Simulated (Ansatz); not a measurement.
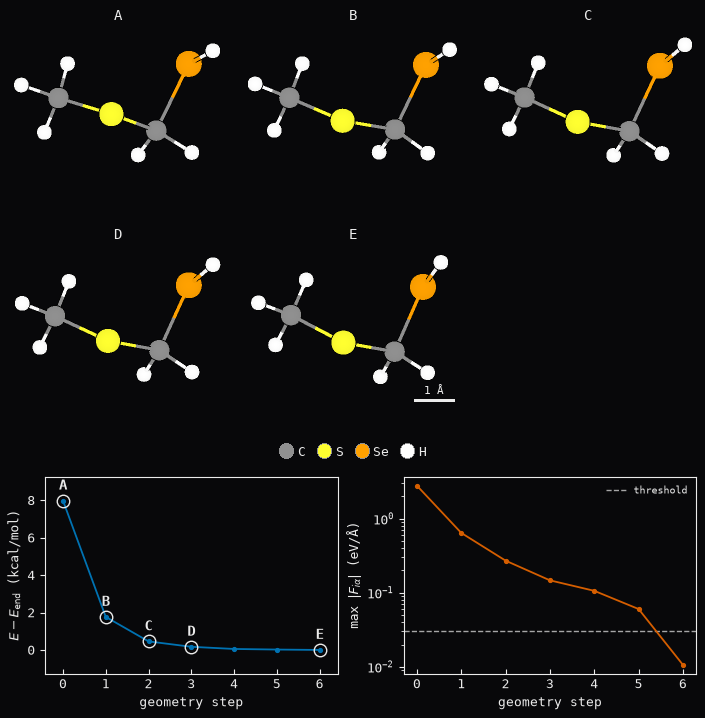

Frames of a relaxation of C2H6SSe (coarse preliminary run), marked on the history of the run. The picture is a ball-and-stick view, seen face on.

The start comes from a force field.

Method: RKS PBE-D4/def2-SVP (Ansatz).

The input:
```yaml
crystal:
  periodic: [false, false, false]
  atoms:
    - {symbol: C, position_ang: [-1.223500, 0.796800, -0.462400]}
    - {symbol: S, position_ang: [-0.205400, 0.745000, 0.996700]}
    - {symbol: C, position_ang: [0.485400, -0.877200, 0.578000]}
    - {symbol: Se, position_ang: [1.983500, -0.673200, -0.760300]}
    - {symbol: H, position_ang: [-1.996600, -0.004300, -0.490300]}
    - {symbol: H, position_ang: [-1.832400, 1.814600, -0.453300]}
    - {symbol: H, position_ang: [-0.634200, 0.810100, -1.395600]}
    - {symbol: H, position_ang: [1.012600, -1.287500, 1.502500]}
    - {symbol: H, position_ang: [-0.258800, -1.563100, 0.273400]}
    - {symbol: H, position_ang: [2.752600, 0.187600, 0.214200]}
basis:
  gaussian: {orbitals: def2-SVP}
hamiltonian: {xc: pbe, dispersion: d4}
relax: {f_tol: 0.03, max_steps: 200}
```

Command:
```bash
ansatz run in.yaml --threads 4 --pin off --events-out ev --progress --plain --max-ram 10444MiB
```

What happens along the run?

Answer. After 6 geometry steps the energy has fallen by 7.98 kcal/mol. Largest force component: 2.8 eV/Å at the start, 0.011 eV/Å at the end. The largest move after the best rigid fit is that of H10, 0.29 Å. By element the largest moves are H 0.29 Å, S 0.25 Å, Se 0.12 Å, C 0.12 Å. Near-neighbour distances that change, for instance: C1–H6 1.186 → 1.107 Å, C3–H9 1.057 → 1.109 Å, C1–S2 1.780 → 1.816 Å, C3–H8 1.141 → 1.106 Å. Among the angles between lasting bonds that change: Se4–C3–H9 113.4° → 104.1°, S2–C3–Se4 110.2° → 117.5°, C1–S2–C3 93.1° → 99.8°. From step 0 to 1: S2 moves most (0.19 Å), energy −6.21 kcal/mol. From step 1 to 2: H10 moves most (0.12 Å), energy −1.31 kcal/mol. From step 2 to 3: H10 moves most (0.05 Å), energy −0.29 kcal/mol. From step 3 to 6: H10 moves most (0.19 Å), energy −0.17 kcal/mol.

```
step  E − E(0), kcal/mol  largest force component, eV/Å
   0                0.00                         2.7954
   1               -6.21                         0.6433
   2               -7.52                         0.2716
   3               -7.81                         0.1472
   4               -7.93                         0.1063
   5               -7.96                         0.0603
   6               -7.98                         0.0106
```
